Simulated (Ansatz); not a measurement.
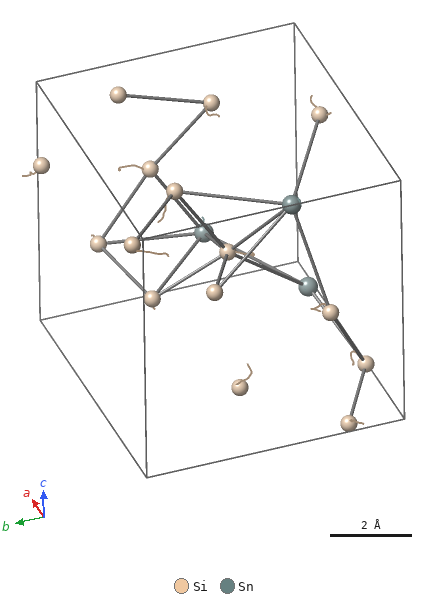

Molecular dynamics of an amorphous cell of composition Si5Sn (18 atoms in the cell), 72 fs long. Lines trace each atom's path, in the colour of its element; spheres stand at the starting positions. Seen from a free direction in the simulation cell.

Method: DFT PBE, scalar-relativistic, plane waves, PAW (Ansatz 0.2.0). Settings: plane-wave cutoff 320 eV; k-point mesh 1 × 1 × 1; Fermi-Dirac smearing 0.259 eV; volume 0.96 times that of the relaxed crystal; set temperature 3000 K; time step 3 fs.

Input file:
```yaml
crystal:
  lattice:
    - [7.520395, -0.085267, -0.025175]
    - [-0.085267, 6.925834, 0.049583]
    - [-0.025175, 0.049583, 7.217339]
  atoms:
    - { symbol: Si, position: [0.5435107941, 0.4542495122, 0.4530242161] }
    - { symbol: Si, position: [0.2623282757, 0.6204445403, 0.510142163] }
    - { symbol: Si, position: [0.2486838061, 0.5343764558, 0.0993815177] }
    - { symbol: Si, position: [0.8577811551, 0.7415896047, 0.9744909444] }
    - { symbol: Si, position: [0.8171253496, 0.3987024141, 0.883791131] }
    - { symbol: Si, position: [0.210591853, 0.1942828877, 0.3548145295] }
    - { symbol: Si, position: [0.705475704, 0.0256326503, 0.8157115033] }
    - { symbol: Si, position: [0.9135986699, 0.8051249984, 0.3288077513] }
    - { symbol: Si, position: [0.9665149261, 0.9990201418, 0.6698903795] }
    - { symbol: Si, position: [0.0238950562, 0.2056305737, 0.016071175] }
    - { symbol: Si, position: [0.5884228401, 0.7310819155, 0.2953223557] }
    - { symbol: Si, position: [0.2702766218, 0.0375037928, 0.0616925624] }
    - { symbol: Si, position: [0.8880081795, 0.6106165284, 0.61133974] }
    - { symbol: Si, position: [0.2999774753, 0.9207348633, 0.7582337001] }
    - { symbol: Si, position: [0.5433839062, 0.6557705686, 0.7572751011] }
    - { symbol: Sn, position: [0.8537142966, 0.4204772264, 0.3203869133] }
    - { symbol: Sn, position: [0.6278753575, 0.1119409086, 0.1679548332] }
    - { symbol: Sn, position: [0.3608816693, 0.277694708, 0.7289816031] }
  symmetry: { detect: false }
basis:
  ecutwfc: 320
  xc_grid: 1
kpoints:
  mp_grid: { grid: [1, 1, 1], shift: [0.25, 0.25, 0.25] }
hamiltonian:
  xc: pbe
scf:
  occupations: { method: fermi_dirac, width: 0.2585 }
  lower_state_search: "off"
  convergence: { dr2_threshold: 1.0e-05 }
output:
  forces: true
  stress: true
md:
  timestep: 3.0
  n_steps: 24
  ensemble: nvt_langevin
  friction: 0.03
  temperature: 3000.0
  initial_velocities: maxwell_boltzmann
  seed: 62278
```

Run as
```bash
ansatz run input.yaml --threads 2 --pin off --max-ram 5120MiB --backend cpu --events-out ev --progress --plain --runs-dir out
```

Q: Describe the motion.

A: Root-mean-square distances from the starting positions over the second half, with the common drift of all atoms taken out: Si 0.50 Å, Sn 0.25 Å. The run lasts only 72 fs, too short to tell vibration from diffusion.

Limits of the set-up: the cutoff lies below the recommended one; the periodic images lie only 6.9 Å apart, so the values are limited by the cell's size.

The run took 2.6 min on 2 threads of AMD EPYC (Zen 3), with other jobs on the host, peak memory 0.43 GiB.
